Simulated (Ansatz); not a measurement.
# Run report: AlB2H5, geometry relaxation (part 1 of 2)

System: AlB2H5.
Method: RKS B3LYP-D4/6-31G (Ansatz 0.2.0).

It belongs to a series of runs on one base structure; here: end point B relaxed. Figures and captions count atoms from 1; the log counts them from 0 in places.

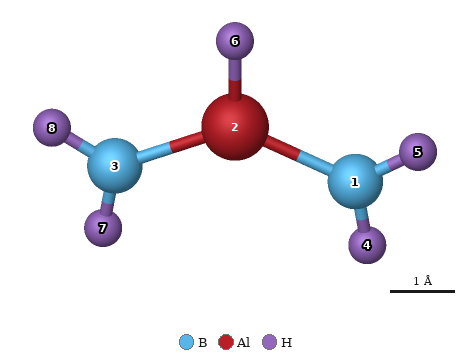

**Figure 1.** The starting structure (ball-and-stick view, seen at a tilt; atoms are numbered from 1 in the order of the input). Sticks mark near contacts.

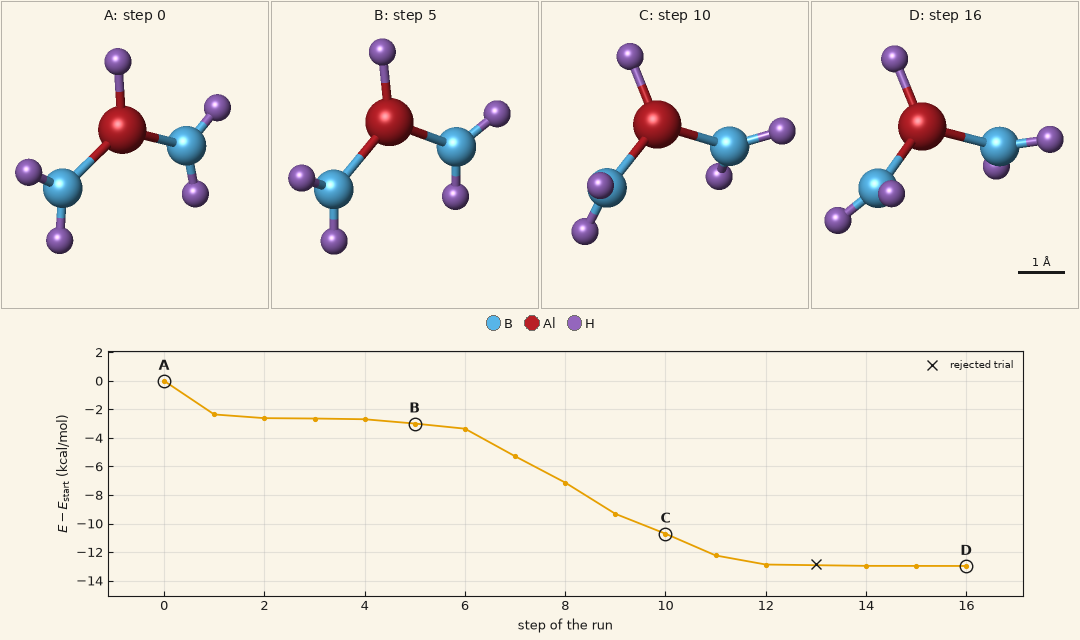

**Figure 2.** Frames of the relaxation (ball-and-stick view, seen at a tilt) above the curves, on which the letters mark them (the first geometry is step 0 here and step 1 in the log).

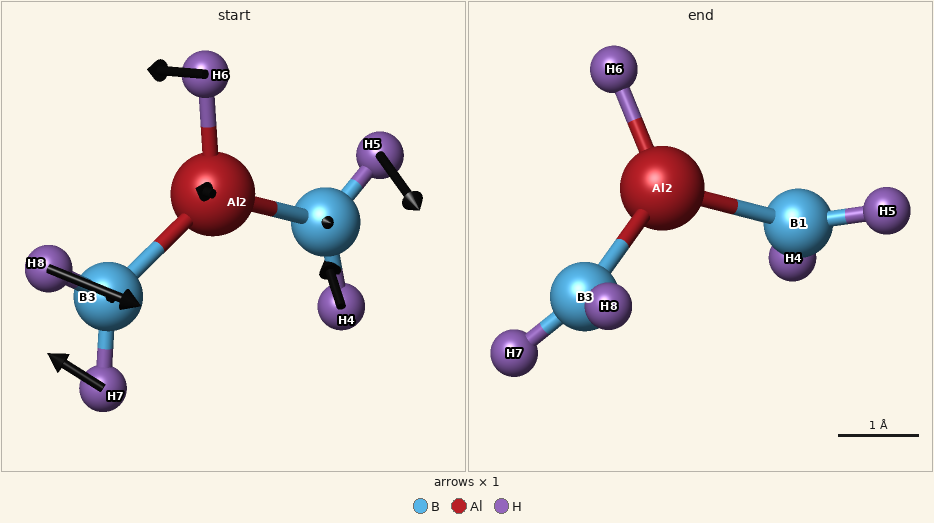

**Figure 3.** Before (left) and after (right) the relaxation, at one scale (ball-and-stick view, seen at a tilt). The black arrows give the displacements, at true length. H8 moves most after the best rigid fit: 1.32 Å. By element the largest moves are H 1.32 Å, Al 0.32 Å, B 0.14 Å. Among the contacts that change: Al2–H6 1.584 → 1.623 Å, Al2–B3 2.102 → 2.123 Å, B1–H4 1.183 → 1.200 Å. Among the angles that change: B1–Al2–B3 131.4° → 125.0°, B3–Al2–H6 114.2° → 117.5°, B1–Al2–H6 114.4° → 117.5°. After 16 geometry steps the energy has fallen by 13.0 kcal/mol. Largest force component: 0.5 eV/Å at the start, 0.0014 eV/Å at the end. The line search rejected the trial step at point 13 (counted from 0) and went back. (Atoms are counted from 1 in the order of the input.)

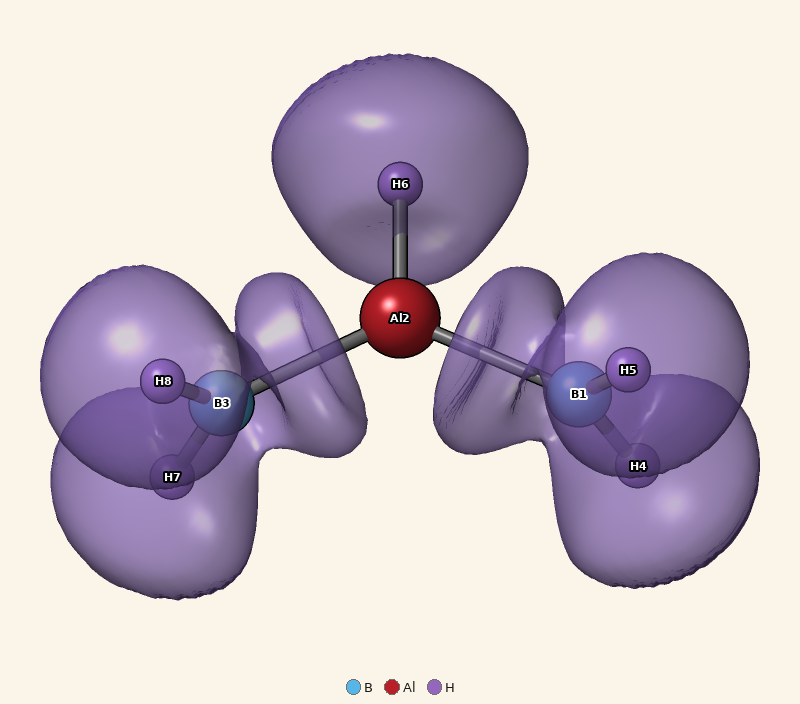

**Figure 4.** Isosurface of the ELF at 0.75 (purple), seen at a tilt. Core shells and regions of very low density are left out. Values along the shortest contacts: Al–B (2.12 Å): the ELF peaks at about 1 between the atoms (a shared electron pair).

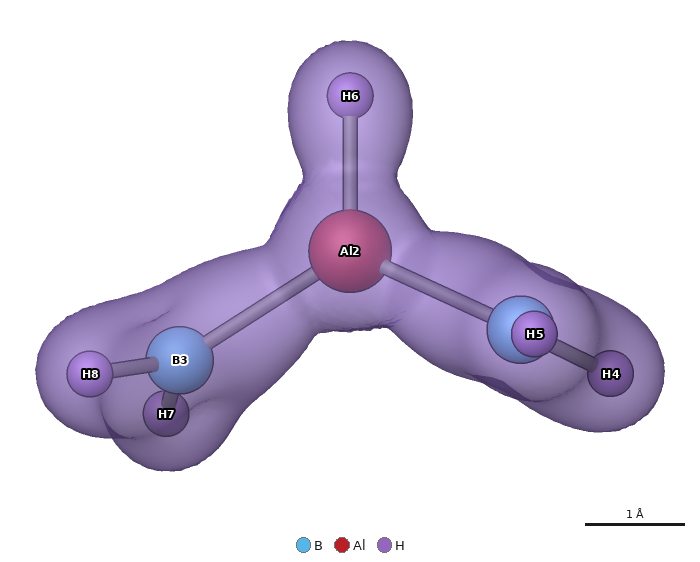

**Figure 5.** Isosurface of the total electron density at 0.3 e/Å³ (purple), seen at a tilt. At this value the surface is in one piece. On the grid the lowest density along these lines, outside the cores, is 0.44 e/Å³ (Al–B, 2.12 Å), 1.1 e/Å³ (B–H, 1.20 Å) and 0.43 e/Å³ (Al–H, 1.62 Å).

These pictures come from the run below.

Input file:
```yaml
crystal:
  periodic: [false, false, false]
  atoms:
    - { symbol: B, position_ang: [-1.22006, 0.86765, -1.22862] }
    - { symbol: Al, position_ang: [0.25405, 0.47943, 0.21858] }
    - { symbol: B, position_ang: [0.97613, -1.32505, 1.01921] }
    - { symbol: H, position_ang: [-1.84345, 0.01895, -1.7678] }
    - { symbol: H, position_ang: [-1.51389, 1.95345, -1.58785] }
    - { symbol: H, position_ang: [0.94475, 1.77559, 0.81159] }
    - { symbol: H, position_ang: [0.5738, -2.38692, 0.6953] }
    - { symbol: H, position_ang: [1.82493, -1.38404, 1.84087] }
basis:
  gaussian: { orbitals: "6-31G" }
hamiltonian:
  xc: b3lyp
  dispersion: d4
relax:
  f_tol: 0.015
  max_steps: 40
output:
  orbitals: {}
```

Launched with:
```bash
ansatz run input.yaml --threads 1 --pin off --max-ram 2048MiB --backend cpu --events-out ev --progress --plain --runs-dir out
```

What the program printed:
```
The last accepted step is kept in [file] (removed where the run ends without a failure and the disk answers)
Engine: ansatz 0.2.0, x86_64-unknown-linux-gnu
Functional definition: B3LYP
  parameter a0 = 0.2
  parameter ax = 0.72
  parameter ac = 0.81
  exchange = (1 - a0 - ax)*slater_x + ax*b88_x + a0*exact_x
  correlation = (1 - ac)*vwn_rpa_c + ac*lyp_c
582 factors; integrals over basis functions are off by at most 2.0e-4 eV
mean field evaluation 1: about -8026.0572 eV, gradient 1.8e1 eV
mean field evaluation 2: about -8026.9004 eV, gradient 1.1e1 eV
mean field evaluation 4: about -8027.3920 eV, gradient 1.8e-1 eV
mean field evaluation 8: about -8027.3884 eV, gradient 2.8e-4 eV
mean field -8027.38835085 eV, -295.0010807346 hartree, gradient 3.4e-5 eV, S^2 0.000000; 0 other end points of the search recorded, 0 dependent functions left out
the calculation of the forces begins
reference -8027.38861653 eV, -295.0010904981 hartree; 14, 14 occupied and 27, 27 virtual orbitals, 582 factors
relax step   1: F+E_penalty+E_count = -8027.55760811 eV  Δ(F+E_penalty+E_count) = +0.000e0 eV  max|allowed force component| = 5.019e-1 eV/Å  Δτ_max = 0.0000 Å  (19 SCF iters, accepted)
these checks for a lower state are left out or cut short: starts, cluster_reference, orbital_swaps, neighbouring_geometries, increment
582 factors; integrals over basis functions are off by at most 2.1e-4 eV
mean field evaluation 16: about -8027.4927 eV, gradient 1.6e-5 eV
mean field -8027.49265096 eV, -295.0049136927 hartree, gradient 1.6e-5 eV, S^2 0.000000; 0 other end points of the search recorded, 0 dependent functions left out
[... from here on the field's lines of each further geometry are left out, up to the last ...]
relax step   2: F+E_penalty+E_count = -8027.65964888 eV  Δ(F+E_penalty+E_count) = -1.020e-1 eV  max|allowed force component| = 1.341e-1 eV/Å  Δτ_max = 0.1335 Å  (21 SCF iters, accepted)
relax step   3: F+E_penalty+E_count = -8027.67092114 eV  Δ(F+E_penalty+E_count) = -1.127e-2 eV  max|allowed force component| = 2.466e-2 eV/Å  Δτ_max = 0.0536 Å  (21 SCF iters, accepted)
relax step   4: F+E_penalty+E_count = -8027.67204762 eV  Δ(F+E_penalty+E_count) = -1.126e-3 eV  max|allowed force component| = 2.018e-2 eV/Å  Δτ_max = 0.0169 Å  (20 SCF iters, accepted)
relax step   5: F+E_penalty+E_count = -8027.67426810 eV  Δ(F+E_penalty+E_count) = -2.220e-3 eV  max|allowed force component| = 9.351e-2 eV/Å  Δτ_max = 0.0562 Å  (21 SCF iters, accepted)
relax step   6: F+E_penalty+E_count = -8027.68735482 eV  Δ(F+E_penalty+E_count) = -1.309e-2 eV  max|allowed force component| = 2.646e-1 eV/Å  Δτ_max = 0.1993 Å  (24 SCF iters, accepted)
relax step   7: F+E_penalty+E_count = -8027.70293268 eV  Δ(F+E_penalty+E_count) = -1.558e-2 eV  max|allowed force component| = 7.336e-1 eV/Å  Δτ_max = 0.1977 Å  (25 SCF iters, accepted)
relax step   8: F+E_penalty+E_count = -8027.78666942 eV  Δ(F+E_penalty+E_count) = -8.374e-2 eV  max|allowed force component| = 5.790e-1 eV/Å  Δτ_max = 0.1995 Å  (24 SCF iters, accepted)
relax step   9: F+E_penalty+E_count = -8027.86670676 eV  Δ(F+E_penalty+E_count) = -8.004e-2 eV  max|allowed force component| = 6.159e-1 eV/Å  Δτ_max = 0.1953 Å  (24 SCF iters, accepted)
relax step  10: F+E_penalty+E_count = -8027.96160741 eV  Δ(F+E_penalty+E_count) = -9.490e-2 eV  max|allowed force component| = 4.540e-1 eV/Å  Δτ_max = 0.2000 Å  (24 SCF iters, accepted)
relax step  11: F+E_penalty+E_count = -8028.02199711 eV  Δ(F+E_penalty+E_count) = -6.039e-2 eV  max|allowed force component| = 4.216e-1 eV/Å  Δτ_max = 0.1949 Å  (24 SCF iters, accepted)
relax step  12: F+E_penalty+E_count = -8028.08805689 eV  Δ(F+E_penalty+E_count) = -6.606e-2 eV  max|allowed force component| = 1.418e-1 eV/Å  Δτ_max = 0.1992 Å  (24 SCF iters, accepted)
relax step  13: F+E_penalty+E_count = -8028.11565898 eV  Δ(F+E_penalty+E_count) = -2.760e-2 eV  max|allowed force component| = 1.047e-1 eV/Å  Δτ_max = 0.1998 Å  (24 SCF iters, accepted)
relax step  14: F+E_penalty+E_count = -8028.11301990 eV  Δ(F+E_penalty+E_count) = +2.639e-3 eV  max|allowed force component| = 1.352e-1 eV/Å  Δτ_max = 0.1717 Å  (24 SCF iters, rejected (line search))
relax step  15: F+E_penalty+E_count = -8028.11968572 eV  Δ(F+E_penalty+E_count) = -4.027e-3 eV  max|allowed force component| = 1.437e-2 eV/Å  Δτ_max = 0.0821 Å  (21 SCF iters, accepted)
relax step  16: F+E_penalty+E_count = -8028.11985427 eV  Δ(F+E_penalty+E_count) = -1.685e-4 eV  max|allowed force component| = 2.454e-2 eV/Å  Δτ_max = 0.0178 Å  (22 SCF iters, accepted)
the calculation of the forces begins
reference -8027.95203804 eV, -295.0217958565 hartree; 14, 14 occupied and 27, 27 virtual orbitals, 582 factors
relax step  17: F+E_penalty+E_count = -8028.11999784 eV  Δ(F+E_penalty+E_count) = -1.436e-4 eV  max|allowed force component| = 1.420e-3 eV/Å  Δτ_max = 0.0076 Å  (19 SCF iters, accepted)
582 factors; integrals over basis functions are off by at most 2.3e-4 eV
mean field -8027.95176935 eV, -295.0217859825 hartree, gradient 1.9e-5 eV, S^2 0.000000; 1 other end points of the search recorded, 0 dependent functions left out
the calculation of the forces begins
reference -8027.95203804 eV, -295.0217958565 hartree; 14, 14 occupied and 27, 27 virtual orbitals, 582 factors
Total energy: -8028.12026652 eV, -295.0279781393 hartree
Atom 0 at    -1.094987     0.860799    -1.301569 Å, force    -0.000235     0.000811    -0.000258 eV/Å
Atom 1 at     0.039168     0.505053     0.456954 Å, force    -0.000252    -0.000189     0.000117 eV/Å
Atom 2 at     1.060388    -1.301420     0.903146 Å, force     0.000748    -0.001231     0.000529 eV/Å
Atom 3 at    -2.266801     0.611814    -1.373983 Å, force    -0.000099    -0.000034    -0.000055 eV/Å
Atom 4 at    -0.611484     1.320053    -2.299423 Å, force     0.000159    -0.000061     0.000822 eV/Å
Atom 5 at     0.131162     1.706253     1.544259 Å, force     0.000488    -0.001420    -0.001324 eV/Å
Atom 6 at     0.541253    -2.205229     1.498220 Å, force     0.000070     0.000939    -0.000195 eV/Å
Atom 7 at     2.197561    -1.498264     0.573675 Å, force    -0.000878     0.001185     0.000364 eV/Å
Dipole moment:    -0.005934    -0.079862    -0.072376 e Å
```
